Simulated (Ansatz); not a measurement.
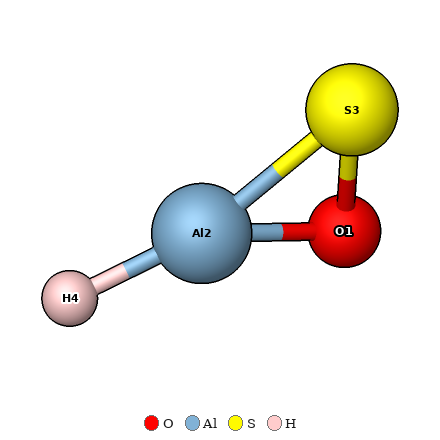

The system is AlHOS (SMILES [O]1[AlH][S]1) with the probe K+; the picture shows it without the atoms that are moved over the map. 
- The probe is moved over a plane parallel to the molecule's main plane, 2.30 Å above it.
- Coordinates scanned: (1) x of the probe's K atom; (2) y of the probe's K atom.
- Nothing is relaxed (molecule and probe rigid).
- The scan uses a 21 × 17 grid. At 53 points there is no value (left out of the scan, as a rule where atoms come close).
- Points are written as (first, second).
- Energies: kJ/mol, counted from the lowest grid point.
- The calculation used RHF/def2-TZVP (Ansatz 0.2.0).

Range: x of the probe's K atom from −3.70 to 3.70 Å; y of the probe's K atom from −2.96 to 2.96 Å.

What will the energy surface look like?

Answer. The lowest grid point is at (1.48 Å, −1.85 Å) [nearest 1 O at 2.95 Å]. No other kind of well shows on this grid. The highest grid point, (0.37 Å, 1.11 Å) [nearest 1 S at 2.52 Å], lies 239 kJ/mol above the lowest. Near the minimum the curvatures are about 0.21 and 0.69 eV/Å² along the soft and the stiff direction.

```
y of the probe's K atom ↓, x of the probe's K atom →  −3.70  −2.96  −2.22  −1.48  −0.74  0.00  0.74  1.48  2.22  2.96  3.70
                                                2.59    112    124    138    145    136   113    85    63    50    48    52
                                                1.85    119    146    183    204    195   166   133    92    52    36    40
                                                1.11    126    169    231      –      –     –     –     –    82    32    30
                                                0.37    126    167    228      –      –     –     –     –    99    28    23
                                               −0.37    119    143    178      –      –   179     –     –    57    18    20
                                               −1.11    109    117    123    125    119    92    52    28    14    12    22
                                               −1.85     99     96     88     71     53    30     7     0     6    17    29
                                               −2.59     90     84     71     51     30    13     5     8    17    27    36
```

The table holds every second grid line.

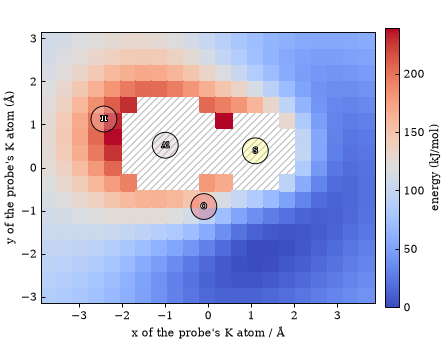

In the figure: one coloured cell a grid point, labelled circles for the molecule's atoms, projected on the plane, hatched blanks where no value was computed.

The whole map (304 points run) took 43 min on 1 thread of Arm Neoverse N1, with other jobs on the host.
